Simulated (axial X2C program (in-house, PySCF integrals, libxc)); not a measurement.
Relativistic diatomic calculation for GeF

- system: GeF. The reference is closed-shell GeF⁺; the roots are the vertical energy changes on adding an electron to it, which gives states of GeF. The distance is the PBE0 minimum at charge 0.
- method: EOM-EA-CCSD, two-component X2C with atomic mean-field Coulomb and Gaunt terms, Ge dyall-acv3z, F dyall-av3z (cores contracted) (axial X2C program (in-house, PySCF integrals, libxc))

The input:
```
{"zs": [32, 9], "q": 0, "bas": ["dyall-acv3z", "dyall-av3z"], "r0": 1.85, "eom": "ea", "thr": -1.0, "nmax": 92, "grid": [1, 0.96, 1.045, 0.92, 1.09, 1.15]}
```

The line is the task of a batch: nuclear charges, charge, bases, a first guess of the distance and further settings. This report covers the levels named above. The log is that of the reference distance 1.757 Å.

Hardware: 1 thread of AMD EPYC (Zen 5), 128 GiB of memory available, shared host.

Launched within a batch (the task file carries these settings):
```bash
python <driver script> task.json out
```

Log:
```
two-component X2C + atomic mean field  HF
basis functions 178  fitting functions 961  grid points 5075
iter        total energy     max residual
   1      -2195.768577331     2.80e-01
   2      -2195.797646882     1.06e-02
   3      -2195.798763131     1.76e-02
   4      -2195.799200145     2.98e-03
   5      -2195.799215447     3.13e-04
   6      -2195.799218455     5.72e-04
   7      -2195.799218819     9.33e-05
   8      -2195.799218881     9.17e-06
   9      -2195.799218884     2.22e-06
  10      -2195.799218884     8.12e-07
converged
one-electron -3220.86630968  Coulomb 1027.50665074  exact exchange -88.45181242  xc functional 0.00000000  nuclear repulsion 86.74048762  atomic mean-field constant -0.72823514
correlated 10  virtual 266  natural virtual 92  E(MP2) -0.339787397  MP2 remainder -0.040713246
iter   CCSD correlation   residual
   1     -0.290460532   1.52e-01
   2     -0.300409944   8.06e-02
   3     -0.304426912   2.82e-02
   4     -0.304376612   8.98e-03
   5     -0.304365302   3.35e-03
   6     -0.304408115   1.55e-03
   7     -0.304413482   5.57e-04
   8     -0.304412039   1.44e-04
   9     -0.304416290   5.06e-05
  10     -0.304414956   1.86e-05
  11     -0.304415412   8.14e-06
  12     -0.304415377   2.98e-06
  13     -0.304415333   1.17e-06
  14     -0.304415321   5.78e-07
(T) -0.011054859444694297  T1 0.0336  D1 0.0498  max T2 0.076
EOM-EA-CCSD roots
2*Omega      energy/Eh   energy/eV  one-particle weight
    1      -0.27324153     -7.4353      0.964
    1      -0.16411936     -4.4659      0.966
    1      -0.11470138     -3.1212      0.989
    1      -0.07965757     -2.1676      0.000
    1      -0.07712336     -2.0986      0.992
    3      -0.26941144     -7.3311      0.964
    3      -0.07956356     -2.1650      0.000
    3      -0.07653955     -2.0827      0.993
    3      -0.05713517     -1.5547      0.862
    5      -0.05701561     -1.5515      0.863
    5       0.01544234      0.4202      0.175
    7       0.14947097      4.0673      0.000
```

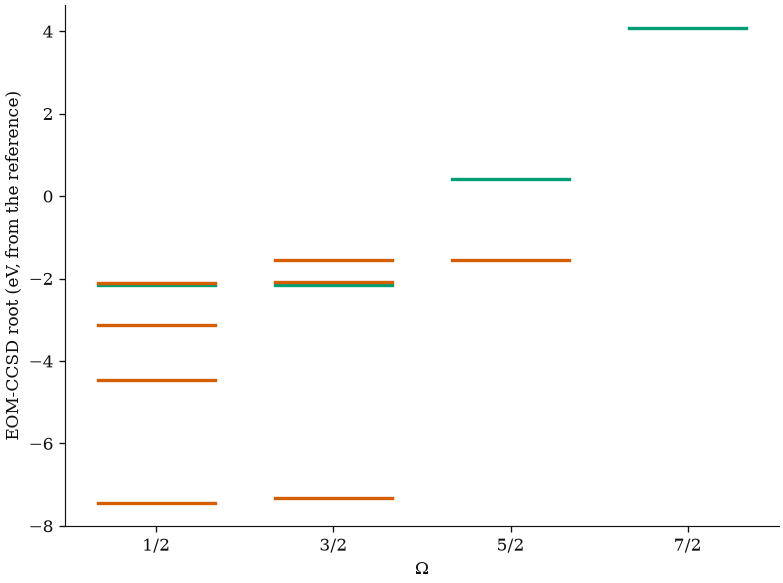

Fig. 1: EOM-CCSD roots by Ω at 1.76 Å; roots whose one-particle weight is under 0.8 have the second colour. The lowest has Ω = 1/2 and lies at −7.435 eV, with one-particle weight 0.96. 4 of the 12 roots are less well described at this level.

Results in brief:

| quantity | value |
| --- | --- |
| outcome | converged |
| HF energy of the reference GeF⁺ | −2195.79922 hartree |
| MP2 energy of the reference GeF⁺ | −2196.13901 hartree |
| CCSD energy of the reference GeF⁺ (with the MP2 share of the virtual spinors left out of the coupled-cluster step) | −2196.14435 hartree |
| CCSD(T) energy of the reference GeF⁺ | −2196.15540 hartree |
| T1 diagnostic (spinor form; for a closed shell √2 times the usual value) | 0.034 |
| wall time | 6.8 s |
| peak memory | 0.72 GiB |
